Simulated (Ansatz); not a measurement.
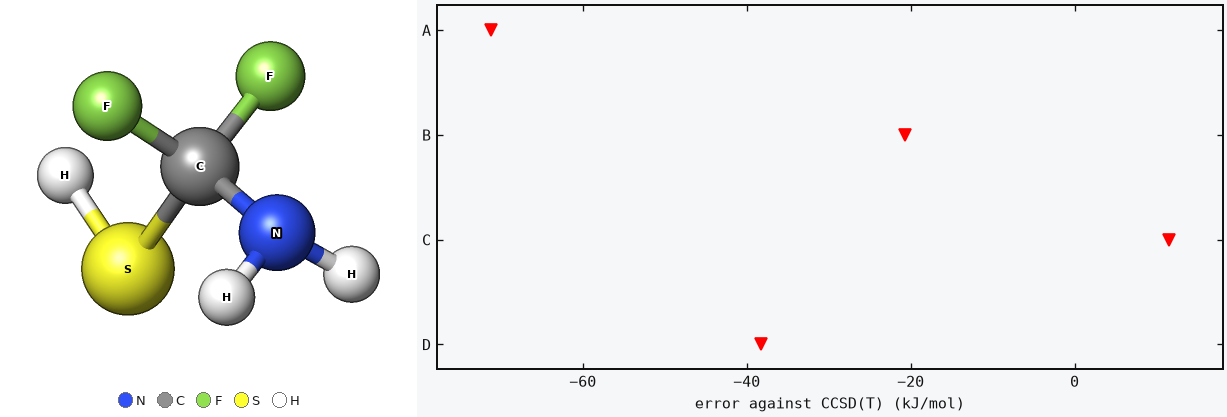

Error in the electronic atomisation energy (method less reference, so positive means overbinding) of CH₃F₂NS, SMILES NC(F)(F)S: functionals in def2-TZVPP against frozen-core CCSD(T) at the limit (MP2 extrapolated from triple and quadruple zeta, plus CCSD(T) less MP2 in a smaller set), which gives 2810.7 kJ/mol, at a PBE0-D4/def2-TZVP geometry (a minimum by its frequencies), no zero-point or spin-orbit term, the Ansatz code 0.2.0. The reference leaves out core correlation, a term that grows with the number of heavy atoms. B2PLYP holds a correlation term that converges slowly with the basis, so part of the distance to the limit is basis error. No dispersion term is added to B2PLYP.

### The letters stand for B2PLYP, B97M-V, r2SCAN0-D4 and r2SCANh-D4. Which is which?

A: r2SCAN0-D4 (−71.2 kJ/mol); B: r2SCANh-D4 (−20.7 kJ/mol); C: B97M-V (11.5 kJ/mol); D: B2PLYP (−38.2 kJ/mol).
